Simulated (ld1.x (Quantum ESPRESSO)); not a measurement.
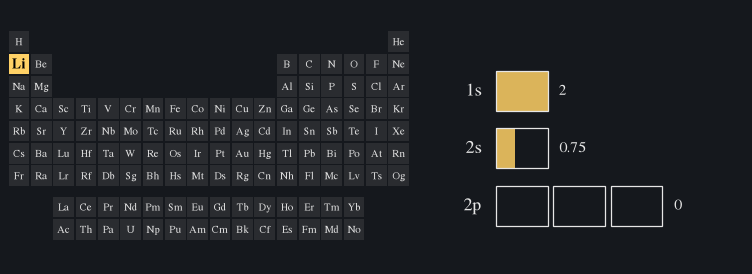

Left, the place of lithium in the periodic table; right, the valence shells of the reference configuration: a box for each of the 2l + 1 orbitals, shaded by the share of the shell that is filled, with the electron count at the right.

## Li: pseudopotential generation (part 1 of 2)

- system: lithium (Li, Z = 3), core none, reference valence 1s2 2s0.75 2p0 (an ion of charge +0.25), valence charge 3.
- method: ultrasoft potential, LDA (PZ), scalar-relativistic, made with ld1.x (Quantum ESPRESSO) 7.5

## Input file
```
 &input
   title='Li', zed=3., rel=1, dft='PZ', iswitch=3,
   config='[He] 2s0.75 2p0',
   nld=2, rlderiv=4.25, eminld=-6.0, emaxld=5.0, deld=0.02
 /
 &inputp
   pseudotype=3, tm=.true., lloc=-2, rcloc=1.95,
   nlcc=.false.,
   which_augfun='PSQ', rmatch_augfun=0.60,
   file_pseudopw='Li.UPF', file_wfcaegen='ae.wfc', file_wfcncgen='nc.wfc', file_beta='beta', file_chi='chi', file_wfcusgen='us.wfc'
 /
4
1S  1  0   2.00   0.00  0.60  0.60  0.0
2S  2  0   0.75   0.00  0.60  0.60  0.0
2P  2  1   0.00   0.00  3.40  3.90  0.0
2P  2  1   0.00   1.80  3.40  3.90  0.0
 &test
   configts(1)='1s2 2s0.75 2p0'
 /
```

## Input of the test run
```
 &input
   title='Li', zed=3., rel=1, dft='PZ', iswitch=2,
   config='[He] 2s0.75 2p0'
 /
 &test
   file_pseudo='Li.UPF', nconf=8,
   configts(1)='1s2 2s0.75 2p0',
   configts(2)='1s2 2s1 2p0',
   configts(3)='1s2 2s0 2p0',
   configts(4)='1s2 2s0.5 2p0',
   configts(5)='1s2 2s0 2p1',
   configts(6)='1s1 2s1 2p0',
   configts(7)='1s2 2s0.75 2p0', lsdts(7)=1,
   configts(8)='1s2 2s1 2p0', lsdts(8)=1
 /
```

Command:
```bash
ld1.x < Li.in > Li.out
```

## Output
```
     Program LD1 v.7.5
     --------------------------- All-electron run ----------------------------

     Li
     scalar relativistic calculation

     atomic number is  3.00
     dft =PZ   lsd =0 sic =0 latt =0  beta=0.20 tr2=1.0E-14
     Exchange-correlation= PZ
                           (   1   1   0   0   0   0   0)
     mesh =1017 r(mesh) =  99.62247 a.u. xmin = -7.00 dx = 0.01250
     1 Ry =  13.60569312 eV, c = 137.03599908

     n l     nl                  e(Ry)          e(Ha)          e(eV)
     1 0     1S 1( 2.00)        -3.8911        -1.9455       -52.9405
     2 0     2S 1( 0.75)        -0.3001        -0.1501        -4.0836
     2 1     2P 1( 0.00)        -0.1627        -0.0813        -2.2135

     final scf error:  7.4E-15 reached in  14 iterations

     Etot =     -14.605863 Ry,      -7.302931 Ha,    -198.722886 eV

     Ekin =      14.419914 Ry,       7.209957 Ha,     196.192929 eV
     Encl =     -33.401604 Ry,     -16.700802 Ha,    -454.451971 eV
     Eh   =       7.615685 Ry,       3.807843 Ha,     103.616678 eV
     Exc  =      -3.239859 Ry,      -1.619929 Ha,     -44.080521 eV

     normalization and overlap integrals

     s(1S/1S) =  1.000000  <r> =   0.5882  <r2> =    0.4754  r(max) =   0.3638
     s(2S/2S) =  1.000000  <r> =   3.7295  <r2> =   16.4814  r(max) =   3.0083
     s(2P/2P) =  1.000000  <r> =   4.4460  <r2> =   24.1079  r(max) =   3.5392

     ------------------------ End of All-electron run ------------------------

     --------------------- Generating US pseudopotential ---------------------

      Generating local potential from pseudized AE potential:
      Matching radius rcloc =   1.9500
      Enforcing V''(0)=0 (lloc=-2)

      Local pseudo, rcloc= 1.967 Estimated cut-off energy=     7.92 Ry

      Wfc   1S  rcut= 0.607  Using Troullier-Martins method

      Wfc   2S  rcut= 0.607  Using Troullier-Martins method
      Wfc-us  2P rcutus= 3.863  Estimated cut-off energy=     5.06 Ry
      Wfc-us  2P rcutus= 3.863  Estimated cut-off energy=     6.21 Ry

     Q pseudized with Bessel functions
     Expected ecutrho=     640.6237 due to l1=  1   l2=  1

       Warning: n=1, l=0 expected 0 nodes, found 1
       Setting wfc to zero for this iteration
       (This warning will only be printed once per wavefunction)

     ------------------- End of pseudopotential generation -------------------

     --------------------------- All-electron run ----------------------------

     Li
     scalar relativistic calculation

     atomic number is  3.00
     dft =PZ   lsd =0 sic =0 latt =0  beta=0.20 tr2=1.0E-14
     Exchange-correlation= PZ
                           (   1   1   0   0   0   0   0)
     mesh =1017 r(mesh) =  99.62247 a.u. xmin = -7.00 dx = 0.01250
     1 Ry =  13.60569312 eV, c = 137.03599908

     n l     nl                  e(Ry)          e(Ha)          e(eV)
     1 0     1S 1( 2.00)        -3.8911        -1.9455       -52.9405
     2 0     2S 1( 0.75)        -0.3001        -0.1501        -4.0836
     2 1     2P 1( 0.00)        -0.1627        -0.0813        -2.2135

     final scf error:  7.4E-15 reached in  14 iterations

     Etot =     -14.605863 Ry,      -7.302931 Ha,    -198.722886 eV

     Ekin =      14.419914 Ry,       7.209957 Ha,     196.192929 eV
     Encl =     -33.401604 Ry,     -16.700802 Ha,    -454.451971 eV
     Eh   =       7.615685 Ry,       3.807843 Ha,     103.616678 eV
     Exc  =      -3.239859 Ry,      -1.619929 Ha,     -44.080521 eV

     normalization and overlap integrals

     s(1S/1S) =  1.000000  <r> =   0.5882  <r2> =    0.4754  r(max) =   0.3638
     s(2S/2S) =  1.000000  <r> =   3.7295  <r2> =   16.4814  r(max) =   3.0083
     s(2P/2P) =  1.000000  <r> =   4.4460  <r2> =   24.1079  r(max) =   3.5392

     ------------------------ End of All-electron run ------------------------

     Computing logarithmic derivative in   4.24252
     Computing logarithmic derivative in   4.24252
     Computing the partial wave expansion
     R is outside the sphere for l=    0 j= 0.00
     R is outside the sphere for l=    0 j= 0.00
     R is outside the sphere for l=    1 j= 0.00
     R is outside the sphere for l=    1 j= 0.00

     ---------------------- Testing the pseudopotential ----------------------

     Li
     scalar relativistic calculation

     atomic number is  3.00   valence charge is  3.00
     dft =PZ   lsd =0 sic =0 latt =0  beta=0.20 tr2=1.0E-14
     mesh =1017 r(mesh) =  99.62247 xmin = -7.00 dx = 0.01250

     n l     nl             e AE (Ry)        e PS (Ry)    De AE-PS (Ry)
     1 0     1S   1( 2.00)       -3.89105       -3.89111        0.00005
     2 0     2S   1( 0.75)       -0.30014       -0.30013       -0.00000
     2 1     2P   1( 0.00)       -0.16269       -0.16269       -0.00000

     eps = 5.7E-16  iter =  5

     Etot =     -14.605863 Ry,      -7.302931 Ha,    -198.722886 eV
     Etotps =   -14.563138 Ry,      -7.281569 Ha,    -198.141586 eV

     Ekin =      13.428206 Ry,       6.714103 Ha,     182.700045 eV
     Encl =     -14.539380 Ry,      -7.269690 Ha,    -197.818345 eV
     Ehrt =       7.562370 Ry,       3.781185 Ha,     102.891283 eV
     Ecxc =      -3.207888 Ry,      -1.603944 Ha,     -43.645538 eV
     Epseu=     -17.806445 Ry,      -8.903223 Ha,    -242.269031 eV

     ---------------------- End of pseudopotential test ----------------------
```

## Output of the test run (extracts)
```
     ---------------------- Testing the pseudopotential ----------------------

     Li
     scalar relativistic calculation

     atomic number is  3.00   valence charge is  3.00
     dft =PZ   lsd =0 sic =0 latt =0  beta=0.20 tr2=1.0E-14
     mesh =1017 r(mesh) =  99.62247 xmin = -7.00 dx = 0.01250

     n l     nl             e AE (Ry)        e PS (Ry)    De AE-PS (Ry)
     1 0     1S   1( 2.00)       -3.89105       -3.89111        0.00005
     2 0     2S   1( 0.75)       -0.30014       -0.30013       -0.00000
     2 1     2P   1( 0.00)       -0.16269       -0.16269       -0.00000

     eps = 1.6E-16  iter =  5

     Etot =     -14.605863 Ry,      -7.302931 Ha,    -198.722886 eV
     Etotps =   -14.563138 Ry,      -7.281569 Ha,    -198.141586 eV

     Ekin =      13.428206 Ry,       6.714103 Ha,     182.700045 eV
     Encl =     -14.539380 Ry,      -7.269690 Ha,    -197.818344 eV
     Ehrt =       7.562370 Ry,       3.781185 Ha,     102.891283 eV
     Ecxc =      -3.207888 Ry,      -1.603944 Ha,     -43.645538 eV
     Epseu=     -17.806445 Ry,      -8.903223 Ha,    -242.269031 eV

     ---------------------- End of pseudopotential test ----------------------

     ---------------------- Testing the pseudopotential ----------------------

     Li
     scalar relativistic calculation

     atomic number is  3.00   valence charge is  3.00
     dft =PZ   lsd =0 sic =0 latt =0  beta=0.20 tr2=1.0E-14
     mesh =1017 r(mesh) =  99.62247 xmin = -7.00 dx = 0.01250

     n l     nl             e AE (Ry)        e PS (Ry)    De AE-PS (Ry)
     1 0     1S   1( 2.00)       -3.75588       -3.75594        0.00007
     2 0     2S   1( 1.00)       -0.21144       -0.21144       -0.00000
     2 1     2P   1( 0.00)       -0.08292       -0.08292       -0.00001

     eps = 8.1E-15  iter =  4

     Etot =     -14.669720 Ry,      -7.334860 Ha,    -199.591708 eV
     Etotps =   -14.626995 Ry,      -7.313497 Ha,    -199.010399 eV
     dEtot_ae =      -0.063857 Ry
     dEtot_ps =      -0.063857 Ry,   Delta E=      -0.000001 Ry

     Ekin =      13.485214 Ry,       6.742607 Ha,     183.475689 eV
     Encl =     -14.940829 Ry,      -7.470414 Ha,    -203.280332 eV
     Ehrt =       7.929169 Ry,       3.964585 Ha,     107.881844 eV
     Ecxc =      -3.270875 Ry,      -1.635437 Ha,     -44.502519 eV
     Epseu=     -17.829675 Ry,      -8.914837 Ha,    -242.585080 eV

     ---------------------- End of pseudopotential test ----------------------

     ---------------------- Testing the pseudopotential ----------------------

     Li
     scalar relativistic calculation

     atomic number is  3.00   valence charge is  3.00
     dft =PZ   lsd =0 sic =0 latt =0  beta=0.20 tr2=1.0E-14
     mesh =1017 r(mesh) =  99.62247 xmin = -7.00 dx = 0.01250

     n l     nl             e AE (Ry)        e PS (Ry)    De AE-PS (Ry)
     1 0     1S   1( 2.00)       -4.37964       -4.37955       -0.00009
     2 0     2S   1( 0.00)       -0.47992       -0.47989       -0.00002
     2 1     2P   1( 0.00)       -0.33591       -0.33718        0.00127

     eps = 6.8E-17  iter =  5

     Etot =     -14.284634 Ry,      -7.142317 Ha,    -194.352341 eV
     Etotps =   -14.241912 Ry,      -7.120956 Ha,    -193.771086 eV
     dEtot_ae =       0.321229 Ry
     dEtot_ps =       0.321226 Ry,   Delta E=       0.000003 Ry

     Ekin =      13.128514 Ry,       6.564257 Ha,     178.622527 eV
     Encl =     -13.091417 Ry,      -6.545708 Ha,    -178.117799 eV
     Ehrt =       6.434716 Ry,       3.217358 Ha,      87.548777 eV
     Ecxc =      -3.026910 Ry,      -1.513455 Ha,     -41.183211 eV
     Epseu=     -17.686815 Ry,      -8.843408 Ha,    -240.641380 eV

     ---------------------- End of pseudopotential test ----------------------

     ---------------------- Testing the pseudopotential ----------------------

     Li
     scalar relativistic calculation

     atomic number is  3.00   valence charge is  3.00
     dft =PZ   lsd =0 sic =0 latt =0  beta=0.20 tr2=1.0E-14
     mesh =1017 r(mesh) =  99.62247 xmin = -7.00 dx = 0.01250

     n l     nl             e AE (Ry)        e PS (Ry)    De AE-PS (Ry)
     1 0     1S   1( 2.00)       -4.04129       -4.04132        0.00003
     2 0     2S   1( 0.50)       -0.39112       -0.39112       -0.00000
     2 1     2P   1( 0.00)       -0.24726       -0.24735        0.00010

     eps = 6.7E-16  iter =  5

     Etot =     -14.519452 Ry,      -7.259726 Ha,    -197.547213 eV
     Etotps =   -14.476728 Ry,      -7.238364 Ha,    -196.965919 eV
     dEtot_ae =       0.086410 Ry
     dEtot_ps =       0.086410 Ry,   Delta E=       0.000000 Ry

     Ekin =      13.349105 Ry,       6.674553 Ha,     181.623827 eV
     Encl =     -14.094159 Ry,      -7.047079 Ha,    -191.760796 eV
     Ehrt =       7.185515 Ry,       3.592758 Ha,      97.763919 eV
     Ecxc =      -3.142970 Ry,      -1.571485 Ha,     -42.762289 eV
     Epseu=     -17.774220 Ry,      -8.887110 Ha,    -241.830580 eV

     ---------------------- End of pseudopotential test ----------------------

     ---------------------- Testing the pseudopotential ----------------------

     Li
     scalar relativistic calculation

     atomic number is  3.00   valence charge is  3.00
     dft =PZ   lsd =0 sic =0 latt =0  beta=0.20 tr2=1.0E-14
     mesh =1017 r(mesh) =  99.62247 xmin = -7.00 dx = 0.01250

     n l     nl             e AE (Ry)        e PS (Ry)    De AE-PS (Ry)
     1 0     1S   1( 2.00)       -3.86187       -3.85229       -0.00958  !
     2 0     2S   1( 0.00)       -0.24578       -0.24518       -0.00060
     2 1     2P   1( 1.00)       -0.11633       -0.11639        0.00006

     eps = 8.4E-15  iter = 13

     Etot =     -14.540819 Ry,      -7.270410 Ha,    -197.837924 eV
     Etotps =   -14.498384 Ry,      -7.249192 Ha,    -197.260565 eV
     dEtot_ae =       0.065043 Ry
     dEtot_ps =       0.064754 Ry,   Delta E=       0.000290 Ry

     Ekin =      13.298057 Ry,       6.649029 Ha,     180.929289 eV
     Encl =     -14.663984 Ry,      -7.331992 Ha,    -199.513662 eV
     Ehrt =       7.689086 Ry,       3.844543 Ha,     104.615340 eV
     Ecxc =      -3.225173 Ry,      -1.612586 Ha,     -43.880710 eV
     Epseu=     -17.596371 Ry,      -8.798185 Ha,    -239.410822 eV

     ---------------------- End of pseudopotential test ----------------------

     ---------------------- Testing the pseudopotential ----------------------

     Li
     scalar relativistic calculation

     atomic number is  3.00   valence charge is  3.00
     dft =PZ   lsd =0 sic =0 latt =0  beta=0.20 tr2=1.0E-14
     mesh =1017 r(mesh) =  99.62247 xmin = -7.00 dx = 0.01250

     n l     nl             e AE (Ry)        e PS (Ry)    De AE-PS (Ry)
     1 0     1S   1( 1.00)       -6.22139       -6.20997       -0.01142  !
     2 0     2S   1( 1.00)       -0.90433       -0.90325       -0.00108
     2 1     2P   1( 0.00)       -0.74658       -0.85594        0.10936  !

     eps = 7.4E-15  iter =  7

     Etot =      -9.717575 Ry,      -4.858788 Ha,    -132.214345 eV
     Etotps =    -9.678933 Ry,      -4.839467 Ha,    -131.688593 eV
     dEtot_ae =       4.888288 Ry
     dEtot_ps =       4.884205 Ry,   Delta E=       0.004083 Ry

     Ekin =       8.862914 Ry,       4.431457 Ha,     120.586091 eV
     Encl =      -9.461607 Ry,      -4.730804 Ha,    -128.731725 eV
     Ehrt =       3.097846 Ry,       1.548923 Ha,      42.148335 eV
     Ecxc =      -1.710944 Ry,      -0.855472 Ha,     -23.278578 eV
     Epseu=     -10.467142 Ry,      -5.233571 Ha,    -142.412716 eV

     ---------------------- End of pseudopotential test ----------------------
```

(Continued in part 2.) Outcome of the run: generated; ld1.x warns of wrong node counts.
